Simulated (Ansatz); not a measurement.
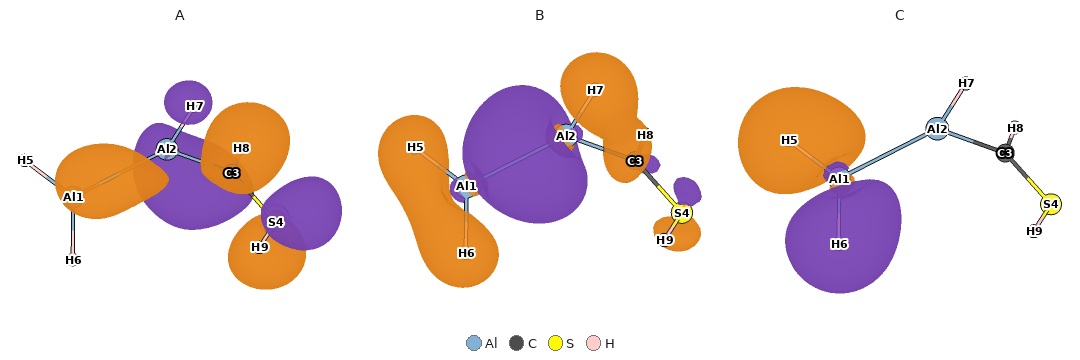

CH5Al2S (SMILES [AlH2][AlH][CH+]S) (charge +1). Three frontier orbitals at ±0.08 Å⁻³ᐟ² (orange and purple are the two phases), in no order.

Level of theory: RHF/cc-pVDZ in Ansatz.

The calculation's input:

```
crystal:
  periodic: [false, false, false]
  atoms:
    - { symbol: Al, position_ang: [-0.97585, 0.81003, -1.40011] }
    - { symbol: Al, position_ang: [1.25843, 0.71687, -0.13583] }
    - { symbol: C, position_ang: [-0.12961, -0.60922, 0.59655] }
    - { symbol: S, position_ang: [0.23359, -1.89437, 1.6742] }
    - { symbol: H, position_ang: [-1.35627, 1.20721, -2.8704] }
    - { symbol: H, position_ang: [-1.93494, 0.77392, -0.16573] }
    - { symbol: H, position_ang: [2.73126, 1.26353, -0.06518] }
    - { symbol: H, position_ang: [-0.49687, -1.10877, -0.34452] }
    - { symbol: H, position_ang: [0.67026, -1.15919, 2.71102] }
total_charge: 1
basis:
  gaussian: { orbitals: cc-pVDZ }
hamiltonian:
  xc: hf
relax:
  f_tol: 0.02
  max_steps: 40
output:
  orbitals: {}
```

Command:

```sh
ansatz run input.yaml --threads 1 --pin off --max-ram 2048MiB --backend cpu --events-out ev --progress --plain --runs-dir out
```

The fields are those of the relaxed geometry.

> Order the three orbitals by energy and name them.

C is the HOMO−1 (−15.51 eV). Its weight (Hirshfeld) is mainly on Al1 (about 40 %), H5 (about 30 %) and H6 (about 30 %). B is the HOMO (−13.67 eV). By Hirshfeld shares it lies mainly on Al2 (about 40 %), Al1 (about 35 %), H7 (about 5 %), H6 (about 5 %) and H5 (about 5 %). A is the LUMO (−4.42 eV). Its weight (Hirshfeld) is mainly on C3 (about 40 %), S4 (about 25 %), Al2 (about 15 %) and Al1 (about 10 %); π-antibonding (π*) across C3–S4.

> What is the HOMO–LUMO gap?

9.25 eV between the orbital energies.
